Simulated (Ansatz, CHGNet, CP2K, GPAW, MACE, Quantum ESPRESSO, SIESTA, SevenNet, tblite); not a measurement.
# SIESTA runs on random rock-salt alloy of NbC and TiC (64 atoms), part 2 of 2

How do the settings of SIESTA change the result for random rock-salt alloy of NbC and TiC (64 atoms)? A plane-wave run serves as the yardstick.

Program: SIESTA 5.4.2; the method stands at each step. Banners, paths, timers and routine set-up lines are dropped from the logs unmarked, and long logs keep their key lines alone; longer cuts are marked. The potentials were converted by us to PSML.

So far. Step 2 (PBE, DZP, shift 0.01 Ry, mesh 500 Ry): Forces lie 12 % from the reference's, at 23 times its CPU time (on 2 against 8 cores). Step 3 (PBE, SZ, shift 0.01 Ry, mesh 500 Ry): Against the first run (12 %), the force difference from the reference is 45 %, at 0.24 times the CPU time (on 1 against 2 cores), with 448 basis functions against 1024: the smaller basis costs accuracy.

## Step 4: PBE, SZP, shift 0.01 Ry, mesh 500 Ry

Method: Kohn-Sham DFT, PBE, PseudoDojo 0.4.1 norm-conserving pseudopotentials (converted to PSML), numerical atomic orbitals (SZP), diagonalisation.

input.fdf

```
SystemLabel cell
NumberOfAtoms 64
NumberOfSpecies 3
%block ChemicalSpeciesLabel
  1 22 Ti
  2 6 C
  3 41 Nb
%endblock ChemicalSpeciesLabel
LatticeConstant 1.0 Ang
%block LatticeVectors
  8.69160 0.00000 0.00000
  0.00000 8.69160 0.00000
  0.00000 0.00000 8.69160
%endblock LatticeVectors
PAO.BasisSize SZP
PAO.EnergyShift 0.01 Ry
XC.Functional GGA
XC.Authors PBE
MeshCutoff 500 Ry
%block kgrid_Monkhorst_Pack
  1 0 0 0.0
  0 1 0 0.0
  0 0 1 0.0
%endblock kgrid_Monkhorst_Pack
SolutionMethod diagon
OccupationFunction FD
ElectronicTemperature 580 K
SCF.Mixer.Method Pulay
SCF.Mixer.Weight 0.05
SCF.Mixer.History 8
SCF.Mix Hamiltonian
MaxSCFIterations 300
SCF.DM.Tolerance 1e-04
SCF.H.Tolerance 1.0e-3 eV
WriteForces T
Write.HirshfeldPop T
Write.VoronoiPop T
Write.DM F
Write.H F
XML.Write F
AtomicCoordinatesFormat Fractional
%block AtomicCoordinatesAndAtomicSpecies
[... 64 atom lines left out: the same atoms as in the first run ...]
%endblock AtomicCoordinatesAndAtomicSpecies
```

Launch:

```
$ OMP_NUM_THREADS=1 mpirun -np 2 siesta < input.fdf > output.txt
```

The log of the run:

```text
Version         : 5.4.2
reinit: System Name:
reinit: System Label: cell
initatom: Reading input for the pseudopotentials and atomic orbitals ----------
Species number:   1 Atomic number:   22 Label: Ti
Species number:   2 Atomic number:    6 Label: C
Species number:   3 Atomic number:   41 Label: Nb
Ground state valence configuration (from tables):   4s02  4p00  3d02  4f00
Ground state valence configuration (from tables):   2s02  2p02  3d00  4f00
Ground state valence configuration (from tables):   5s01  5p00  4d04  4f00
---- Processing specs for species: Ti
GGA--PBE XC_GGA_X_PBE--XC_GGA_C_PBE pb
Semicore shell(s) with  8 electrons included in the valence for Ti
---- Processing specs for species: C
GGA--PBE XC_GGA_X_PBE--XC_GGA_C_PBE pb
---- Processing specs for species: Nb
[... lines left out ...]
Total number of electrons:   516.000000
[... lines left out ...]
stepf: Fermi-Dirac step function
        iscf     Eharris(eV)        E_KS(eV)     FreeEng(eV)     dDmax    Ef(eV) dHmax(eV)
[... lines left out ...]
SCF Convergence by DM+H criterion
[... lines left out ...]
SCF cycle converged after 19 iterations
[... lines left out ...]
   Max    1.847977
[... lines left out ...]
   Max    1.847977    constrained
Stress tensor Voigt[x,y,z,yz,xz,xy] (kbar):      -12.20       -7.31       -9.28        1.46        1.04        2.90
[... lines left out ...]
siesta: FreeEng =    -57259.137647
siesta: Final energy (eV):
siesta:  Band Struct. =  -14379.863083
siesta:       Kinetic =   23246.159175
siesta:       Hartree =    9479.289439
siesta:         Exch. =   -9203.166400
siesta:         Corr. =    -735.301210
siesta:   Exch.-corr. =   -9938.467611
siesta:  Ion-electron =  -46032.654097
siesta:       Ion-ion =  -34013.097804
siesta:         Total =  -57258.770899
siesta:         Fermi =      -6.488998
siesta: Stress tensor (static) (eV/Ang**3):
siesta:    -0.007615    0.001809    0.000649
siesta:     0.001809   -0.004564    0.000914
siesta:     0.000649    0.000914   -0.005791
siesta: Cell volume =        656.597453 Ang**3
siesta: Pressure (static):
siesta:                Solid            Molecule  Units
siesta:           0.00006524         -0.00034742  Ry/Bohr**3
siesta:           0.00598996         -0.03189824  eV/Ang**3
siesta:           9.59696748        -51.10661295  kBar
    Orbital volume contribution        =          37.706556 eV
    (Free)E + p_basis*V_orbitals       =      -57221.431090 eV
    (Free)Eharris+ p_basis*V_orbitals  =      -57221.431083 eV
Hirshfeld Atomic Populations:
Atom #   charge [q] valence [e]  Species
     1     0.215080   11.784920  Ti
     2    -0.245462    4.245462  C
     3     0.213478   11.786522  Ti
     4    -0.274148    4.274148  C
     5     0.216253   11.783747  Ti
     6    -0.265019    4.265019  C
[...]
15     0.560394   12.439606  Nb
[...]
19     0.579539   12.420461  Nb
[...]
39     0.560855   12.439145  Nb
[...]
--------------------
 Total    -0.000058
Voronoi Atomic Populations:
Atom #   charge [q] valence [e]  Species
[...]
39     0.759142   12.240858  Nb
[...]
43     0.758059   12.241941  Nb
[...]
61     0.333571   11.666429  Ti
    62    -0.398648    4.398648  C
    63     0.349258   11.650742  Ti
    64    -0.377565    4.377565  C
--------------------
 Total    -0.000058
```

The job ended after 3.6 min (2 MPI ranks of Arm Neoverse V2, shared host; peak memory 1.8 GiB).

Compared with the plane-wave run:

| Item | Value |
| --- | --- |
| r.m.s. force component | 0.5544 eV/Å |
| r.m.s. difference of force components | 92.49 meV/Å |
| longest difference of force vectors | 380.6 meV/Å |
| force difference over r.m.s. force | 18.28 % |
| slope of forces against the reference's | 1.084 |
| correlation of force components | 0.9889 |
| pressure | 0.9597 GPa |
| pressure difference | -0.3972 GPa |

This is a coarse setting, run to see what it loses.

Against the first run (12 %), the force difference from the reference is 18 %, at 0.71 times the CPU time, with 704 basis functions against 1024: the smaller basis costs accuracy.

## Step 5: PBE, DZP, shift 0.001 Ry, mesh 500 Ry

Method: Kohn-Sham DFT, PBE, PseudoDojo 0.4.1 norm-conserving pseudopotentials (converted to PSML), numerical atomic orbitals (DZP), diagonalisation.

input.fdf: that of step 4 with these lines changed.

```diff
@@ -14,4 +14,4 @@
 %endblock LatticeVectors
-PAO.BasisSize SZP
-PAO.EnergyShift 0.01 Ry
+PAO.BasisSize DZP
+PAO.EnergyShift 0.001 Ry
 XC.Functional GGA
```

Launch:

```
$ OMP_NUM_THREADS=1 mpirun -np 4 siesta < input.fdf > output.txt
```

The log of the run:

```text
Version         : 5.4.2
reinit: System Name:
reinit: System Label: cell
initatom: Reading input for the pseudopotentials and atomic orbitals ----------
Species number:   1 Atomic number:   22 Label: Ti
Species number:   2 Atomic number:    6 Label: C
Species number:   3 Atomic number:   41 Label: Nb
Ground state valence configuration (from tables):   4s02  4p00  3d02  4f00
Ground state valence configuration (from tables):   2s02  2p02  3d00  4f00
Ground state valence configuration (from tables):   5s01  5p00  4d04  4f00
---- Processing specs for species: Ti
GGA--PBE XC_GGA_X_PBE--XC_GGA_C_PBE pb
Semicore shell(s) with  8 electrons included in the valence for Ti
---- Processing specs for species: C
GGA--PBE XC_GGA_X_PBE--XC_GGA_C_PBE pb
---- Processing specs for species: Nb
[... lines left out ...]
Total number of electrons:   516.000000
[... lines left out ...]
stepf: Fermi-Dirac step function
        iscf     Eharris(eV)        E_KS(eV)     FreeEng(eV)     dDmax    Ef(eV) dHmax(eV)
[... lines left out ...]
SCF Convergence by DM+H criterion
[... lines left out ...]
SCF cycle converged after 23 iterations
[... lines left out ...]
   Max    1.763604
[... lines left out ...]
   Max    1.763604    constrained
Stress tensor Voigt[x,y,z,yz,xz,xy] (kbar):      -28.39      -24.46      -25.88        1.31        1.09        2.57
[... lines left out ...]
siesta: FreeEng =    -57283.261234
siesta: Final energy (eV):
siesta:  Band Struct. =  -15661.081405
siesta:       Kinetic =   23248.908115
siesta:       Hartree =    9513.753420
siesta:         Exch. =   -9214.104988
siesta:         Corr. =    -735.798318
siesta:   Exch.-corr. =   -9949.903306
siesta:  Ion-electron =  -47372.836224
siesta:       Ion-ion =  -32722.802466
siesta:         Total =  -57282.880461
siesta:         Fermi =      -9.086482
siesta: Stress tensor (static) (eV/Ang**3):
siesta:    -0.017722    0.001606    0.000680
siesta:     0.001606   -0.015265    0.000819
siesta:     0.000680    0.000819   -0.016152
siesta: Cell volume =        656.597453 Ang**3
siesta: Pressure (static):
siesta:                Solid            Molecule  Units
siesta:           0.00017840         -0.00023584  Ry/Bohr**3
siesta:           0.01637968         -0.02165344  eV/Ang**3
siesta:          26.24314176        -34.69264195  kBar
    Orbital volume contribution        =          95.283893 eV
    (Free)E + p_basis*V_orbitals       =      -57187.977341 eV
    (Free)Eharris+ p_basis*V_orbitals  =      -57187.977341 eV
Hirshfeld Atomic Populations:
Atom #   charge [q] valence [e]  Species
     1     0.239470   11.760530  Ti
     2    -0.262538    4.262538  C
     3     0.241131   11.758869  Ti
     4    -0.289562    4.289562  C
     5     0.239999   11.760001  Ti
     6    -0.278176    4.278176  C
[...]
15     0.517703   12.482297  Nb
[...]
19     0.532891   12.467109  Nb
[...]
39     0.519931   12.480069  Nb
[...]
--------------------
 Total    -0.000022
Voronoi Atomic Populations:
Atom #   charge [q] valence [e]  Species
[...]
39     0.712987   12.287013  Nb
[...]
43     0.708314   12.291686  Nb
[...]
61     0.363688   11.636312  Ti
    62    -0.410804    4.410804  C
    63     0.376068   11.623932  Ti
    64    -0.407317    4.407317  C
--------------------
 Total    -0.000022
```

It took 11 min on 4 MPI ranks; peak memory 4 GiB.

Against the reference:

* r.m.s. force component: 0.5452 eV/Å
* r.m.s. difference of force components: 60.25 meV/Å
* longest difference of force vectors: 260.2 meV/Å
* force difference over r.m.s. force: 11.91 %
* slope of forces against the reference's: 1.074
* correlation of force components: 0.9962
* pressure: 2.624 GPa
* pressure difference: 1.267 GPa

Against the first run (12 %), the force difference from the reference is 12 %, at 4.3 times the CPU time (on 4 against 2 cores).

The run ends at a pressure of 2.62 GPa, with forces up to 1.9 eV/Å.

## Step 6: PBE, TZP, shift 0.01 Ry, mesh 500 Ry

Method: Kohn-Sham DFT, PBE, PseudoDojo 0.4.1 norm-conserving pseudopotentials (converted to PSML), numerical atomic orbitals (TZP), diagonalisation.

input.fdf: that of step 5 with these lines changed.

```diff
@@ -14,4 +14,4 @@
 %endblock LatticeVectors
-PAO.BasisSize DZP
-PAO.EnergyShift 0.001 Ry
+PAO.BasisSize TZP
+PAO.EnergyShift 0.01 Ry
 XC.Functional GGA
```

The log of the run:

```text
Version         : 5.4.2
reinit: System Name:
reinit: System Label: cell
initatom: Reading input for the pseudopotentials and atomic orbitals ----------
Species number:   1 Atomic number:   22 Label: Ti
Species number:   2 Atomic number:    6 Label: C
Species number:   3 Atomic number:   41 Label: Nb
Ground state valence configuration (from tables):   4s02  4p00  3d02  4f00
[... lines left out ...]
SCF Convergence by DM+H criterion
[... lines left out ...]
SCF cycle converged after 22 iterations
[... lines left out ...]
   Max    1.699395
[... lines left out ...]
   Max    1.699395    constrained
Stress tensor Voigt[x,y,z,yz,xz,xy] (kbar):        1.41        5.77        3.69        1.21        1.14        2.58
[... lines left out ...]
siesta: FreeEng =    -57269.401957
[... lines left out ...]
siesta:         Fermi =      -6.590437
[... lines left out ...]
siesta:          -3.62463779        -61.72446824  kBar
[... lines left out ...]
    (Free)Eharris+ p_basis*V_orbitals  =      -57212.921007 eV
Hirshfeld Atomic Populations:
Atom #   charge [q] valence [e]  Species
     1     0.221420   11.778580  Ti
     2    -0.251856    4.251856  C
     3     0.220464   11.779536  Ti
     4    -0.280919    4.280919  C
     5     0.222517   11.777483  Ti
     6    -0.271474    4.271474  C
[...]
15     0.568007   12.431993  Nb
[...]
19     0.586489   12.413511  Nb
[...]
39     0.569005   12.430995  Nb
[...]
--------------------
 Total    -0.000074
Voronoi Atomic Populations:
Atom #   charge [q] valence [e]  Species
[...]
39     0.780269   12.219731  Nb
[...]
43     0.775986   12.224014  Nb
[...]
61     0.345731   11.654269  Ti
    62    -0.413203    4.413203  C
    63     0.362814   11.637186  Ti
    64    -0.392135    4.392135  C
--------------------
 Total    -0.000074
```

Elapsed: 3.8 min, on 4 MPI ranks; peak memory 2.9 GiB.

Against the reference:

* r.m.s. force component: 0.5227 eV/Å
* r.m.s. difference of force components: 52.42 meV/Å
* longest difference of force vectors: 209.4 meV/Å
* force difference over r.m.s. force: 10.36 %
* slope of forces against the reference's: 1.028
* correlation of force components: 0.9953
* pressure: -0.3625 GPa
* pressure difference: -1.719 GPa

Against the first run (12 %), the force difference from the reference is 10 %, at 1.5 times the CPU time (on 4 against 2 cores), with 1344 basis functions against 1024: the larger basis brings the forces nearer, though not the pressure.

The difference per atom is largest on C (0.10 eV/Å on average, against 0.037 on Nb).

## Step 7: The ladder

Differences are against the plane-wave reference, forces as r.m.s. over components; share is that over the reference's r.m.s. force, slope the least-squares factor from reference forces to these. Total energies of different programs have different zeros and aren't compared.

| run | Δ force, r.m.s. (meV/Å) | share (%) | slope | Δ pressure (GPa) | cores | CPU time | memory (GiB) |
| --- | --- | --- | --- | --- | --- | --- | --- |
| reference | - | - | - | - | 8 | 27 s | 1.0 |
| SIESTA PBE, DZP, shift 0.01 Ry, mesh 500 Ry | 59.3 | 11.7 | 1.040 | -0.906 | 2 | 10 min | 2.0 |
| SIESTA PBE, SZ, shift 0.01 Ry, mesh 500 Ry (coarse) | 228 | 45.1 | 1.202 | -13.9 | 1 | 2.5 min | 0.88 |
| SIESTA PBE, SZP, shift 0.01 Ry, mesh 500 Ry (coarse) | 92.5 | 18.3 | 1.084 | -0.397 | 2 | 7.3 min | 1.8 |
| SIESTA PBE, DZP, shift 0.001 Ry, mesh 500 Ry | 60.2 | 11.9 | 1.074 | 1.27 | 4 | 44 min | 4.0 |
| SIESTA PBE, TZP, shift 0.01 Ry, mesh 500 Ry | 52.4 | 10.4 | 1.028 | -1.72 | 4 | 15 min | 2.9 |

Rows marked coarse were listed beforehand as settings not expected to be converged; some can still land near the reference.

CPU time is summed over cores on a shared host, where runs went side by side, so it is rough. Symmetry, cutoffs, thresholds, outputs and thread counts weren't matched or tuned between programs; memory under MPI is the largest rank's times the ranks.

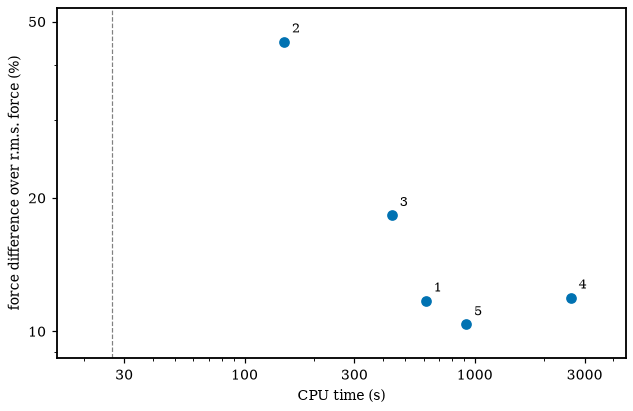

Force difference against CPU time; the dashed line marks the reference's time. Points: 1 SIESTA PBE, DZP, shift 0.01 Ry, mesh 500 Ry; 2 SIESTA PBE, SZ, shift 0.01 Ry, mesh 500 Ry; 3 SIESTA PBE, SZP, shift 0.01 Ry, mesh 500 Ry; 4 SIESTA PBE, DZP, shift 0.001 Ry, mesh 500 Ry; 5 SIESTA PBE, TZP, shift 0.01 Ry, mesh 500 Ry.

Mean charges by element (e), by run and scheme:

| run | scheme | Ti | C | Nb |
| --- | --- | --- | --- | --- |
| reference | Löwdin | +0.80 | -0.72 | +0.59 |
| SIESTA PBE, DZP, shift 0.01 Ry, mesh 500 Ry | Hirshfeld | +0.22 | -0.27 | +0.56 |
| SIESTA PBE, DZP, shift 0.001 Ry, mesh 500 Ry | Hirshfeld | +0.24 | -0.28 | +0.52 |
| SIESTA PBE, TZP, shift 0.01 Ry, mesh 500 Ry | Hirshfeld | +0.23 | -0.27 | +0.57 |

The reference's Löwdin charges lack the electrons that the projection spills, 0.025 e an atom on average.

## Step 8: Outcome

| Item | Value |
| --- | --- |
| nearest in forces | SIESTA PBE, TZP, shift 0.01 Ry, mesh 500 Ry, 10 % |
| its CPU time | 15 min |

The PBE runs in local orbitals, coarse settings apart, differ by 10 % (SIESTA PBE, TZP, shift 0.01 Ry, mesh 500 Ry) to 12 % (SIESTA PBE, DZP, shift 0.001 Ry, mesh 500 Ry); basis, grid and potentials can all enter. Runs with settings chosen to be coarse differ by 18 % (SIESTA PBE, SZP, shift 0.01 Ry, mesh 500 Ry) to 45 % (SIESTA PBE, SZ, shift 0.01 Ry, mesh 500 Ry), their programs' other errors included. None of the electronic-structure runs in the table takes under half the reference's CPU time of 27 s; they take 5.6 to 99 times as much. In pressure, SIESTA PBE, SZ, shift 0.01 Ry, mesh 500 Ry misses by -13.9 GPa, at the same functional. Charges hang on scheme and program or settings: among these rows the mean for Ti runs from +0.22 to +0.80 e. The host structure and its lattice constant were typed by rule, without a check against the phase diagram. The electronic-structure runs sample only Γ, in a cell whose shortest periodic width is 9 Å, which is coarse for a cell with partly filled levels.

[Also dropped from logs without a mark: logging warnings of Python, and SIESTA's first energy breakdown and zero terms.]

[Logs are printed without paths, hosts, clocks, repeated set-up lines and the standing remarks that a program may print on its own settings, such as how far it seeks lower states.]

[Hosts, paths, dates, database ids (printed as entryN), source tags and the programs' standing remarks are cut or masked in the printed files.]
